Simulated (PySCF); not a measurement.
SMILES C#Cc1ccc(N)cc1, singlet, GFN2-xTB optimised geometry. Atoms within 1.6 Å of the plane z = 0.6 Å (x, y, z in Å): C1 (1.98, -2.89, -0.01), C2 (1.38, -1.85, 0.00), C3 (0.66, -0.64, 0.00), C4 (-0.74, -0.64, 0.00), C5 (-1.43, 0.55, 0.00), C6 (-0.76, 1.78, 0.00), N7 (-1.46, 2.96, 0.07), C8 (0.64, 1.77, 0.00), C9 (1.34, 0.59, 0.00), H10 (2.52, -3.79, -0.01), H11 (-1.27, -1.58, 0.00), H12 (-2.52, 0.55, 0.00), H13 (-0.96, 3.79, -0.20), H14 (-2.43, 2.93, -0.20), H15 (1.17, 2.71, 0.00), H16 (2.42, 0.59, 0.00).

Computed with PBE/def2-TZVP in PySCF 2.14.0.

Map of the Laplacian of the electron density (e/bohr⁵) on the plane z = 0.6 Å:

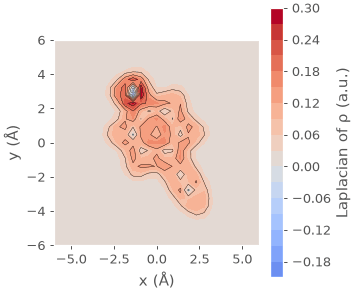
Fig. 1. Laplacian of the electron density (e/bohr⁵) on the plane z = 0.6 Å.
